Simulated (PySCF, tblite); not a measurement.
# C7H4FNO: geometry, infrared bands and NMR shifts

What infrared bands and NMR shifts should C7H4FNO (`Fc1cccc2cnoc12`) show?

The runs use tblite 0.8.0 and PySCF 2.14.0, with density-fitted response routines of our own; the level of theory stands in each step. All values are computed, except where a source is named. Atoms count from 0, in the outputs and in this text.

## 1. The starting structure

14 atoms, charge 0, multiplicity 1; geometry from: force field or distance geometry start.

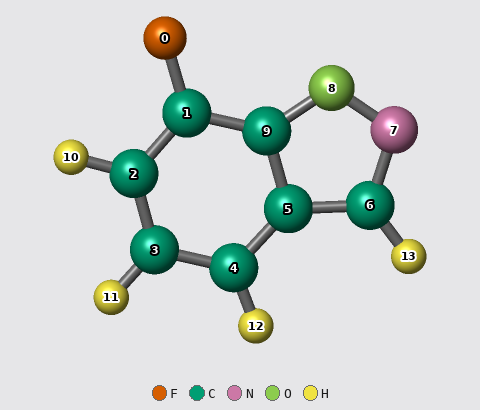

The starting geometry (fluorine orange, carbon teal, nitrogen pink, oxygen green, hydrogen yellow), atoms numbered.

## 2. Geometry optimisation with GFN2-xTB

The job: settings as JSON, then the geometry in Å.

```
{"job": {"kind": "relax", "xc": "GFN2-xTB", "basis": "xTB"}, "charge": 0, "multiplicity": 1}
F     -0.759500     2.808900     0.210600
C     -0.646900     1.463800     0.098200
C     -1.731700     0.622500     0.043000
C     -1.641500    -0.740800    -0.074200
C     -0.383400    -1.312500    -0.096600
C      0.726100    -0.500300    -0.040000
C      2.095300    -0.722200    -0.053200
N      2.750600     0.473100     0.049200
O      1.847500     1.395800     0.114100
C      0.623100     0.890900     0.073700
H     -2.720200     1.111100     0.071600
H     -2.520800    -1.398300    -0.117100
H     -0.208900    -2.372800    -0.175100
H      2.569500    -1.719800    -0.126700
```

Command:

```
> OMP_NUM_THREADS=1 python probes_run.py task.json out
```

The driver reads the jobs from task.json and runs them one after another.

**Question.** This job is followed by: GFN2-xTB harmonic vibrations, gas phase; GIAO PBE0/pcSseg-1 NMR shielding, non-relativistic, gas phase. What will the session give for the following? strongest single infrared mode (GFN2-xTB); zero-point energy (GFN2-xTB); 13C shifts against TMS (PBE0/pcSseg-1); 1H shifts against TMS (PBE0/pcSseg-1); 19F shifts against CFCl3 (PBE0/pcSseg-1); 15N shifts against NH3 (PBE0/pcSseg-1); 17O shifts against H2O (PBE0/pcSseg-1); surface potential, least and greatest.

The runs gave:

| quantity | value |
| --- | --- |
| strongest single infrared mode (GFN2-xTB) | 982 cm⁻¹, 82 km/mol |
| zero-point energy (GFN2-xTB) | 59.1 kcal/mol |
| 13C shifts against TMS (PBE0/pcSseg-1) | 158.4, 156.7, 149.4, 133.6, 129.7, 121.8, 120.7 ppm |
| 1H shifts against TMS (PBE0/pcSseg-1) | 8.75, 7.82, 7.61, 7.59 ppm |
| 19F shifts against CFCl3 (PBE0/pcSseg-1) | -138.4 ppm |
| 15N shifts against NH3 (PBE0/pcSseg-1) | 427.8 ppm |
| 17O shifts against H2O (PBE0/pcSseg-1) | 351.2 ppm |
| surface potential, least and greatest | -1.52 V and 1.43 V |

In words: Relaxing lowered the energy by 0.372 eV in 19 steps; the close pair that moved most is C6–N7, from 1.367 to 1.294 Å. All 36 modes are real, so the xTB geometry is a minimum. The strongest single mode, at 982 cm⁻¹, moves mainly O8 and N7. GFN2-xTB is a fitted tight-binding method: band positions and strengths are rough. Its intensities can rank the bands wrongly. At PBE0/pcSseg-1: The largest span, 476 ppm, is at N7, where the paramagnetic term is -475 ppm. NICS(1)zz of -30 ppm above the planar ring from C1 marks a diatropic (aromatic) ring current. NICS(1)zz of -26 ppm above the planar ring from C5 marks a diatropic (aromatic) ring current. By nearest atom (PBE0/pcSseg-1), the HOMO sits on C1, C4 about 21 % each; O8 11 % and the LUMO on N7 21 %; 4 C atoms about 12 % each.
